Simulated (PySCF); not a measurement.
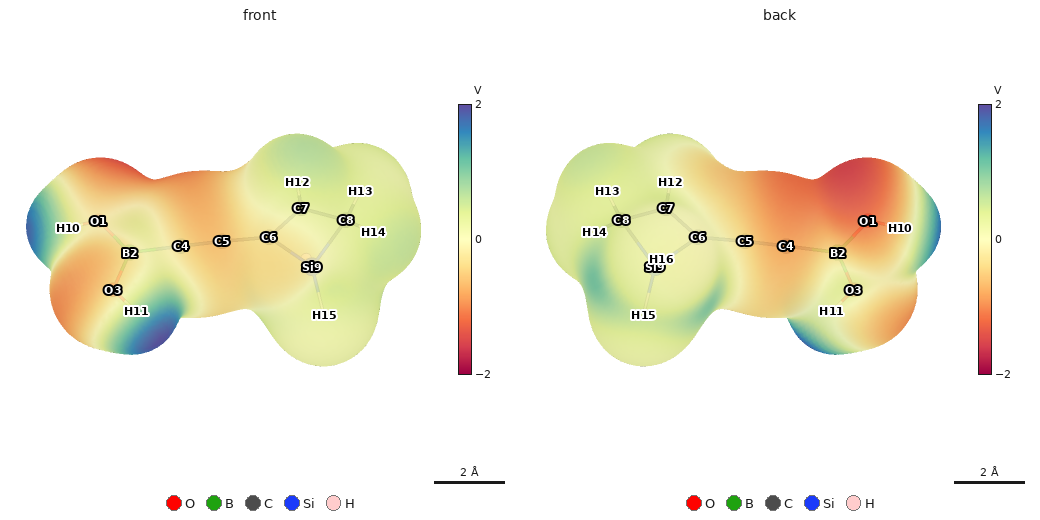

C₅H₇BO₂Si (SMILES OB(O)C#CC1=CC[SiH2]1). The molecular electrostatic potential painted on the density surface at 0.001 e/bohr³, seen from the front and from behind; red is negative and blue positive.

Geometry: GFN2-xTB.

Computed with PySCF, PBE0/pcSseg-1, SCF density, gas phase, non-relativistic.

```xyz
16

O     3.7199   -0.1540    1.7518
B     3.1770   -0.2647    0.5197
O     3.9968   -0.6066   -0.5222
C     1.6847   -0.0055    0.3317
C     0.5088    0.2265    0.1456
C    -0.8542    0.4257   -0.0609
C    -1.5776    1.5612   -0.0651
C    -2.9939    1.1388   -0.3406
Si   -2.3642   -0.6822   -0.4110
H     4.6606   -0.3312    1.7689
H     3.5784   -0.6736   -1.3777
H    -1.2415    2.5751    0.0918
H    -3.6814    1.3997    0.4642
H    -3.3971    1.5684   -1.2581
H    -2.4200   -1.3375   -1.7170
H    -2.8038   -1.5638    0.6675
```

### Which sites attract a positive test charge, and which a negative one?

A positive charge is drawn to the negative regions and a negative charge to the positive ones. The most negative region (about −1.5 V) lies over O1, the most positive (about +1.9 V) over H11. O1 is the likeliest acceptor of a hydrogen bond.
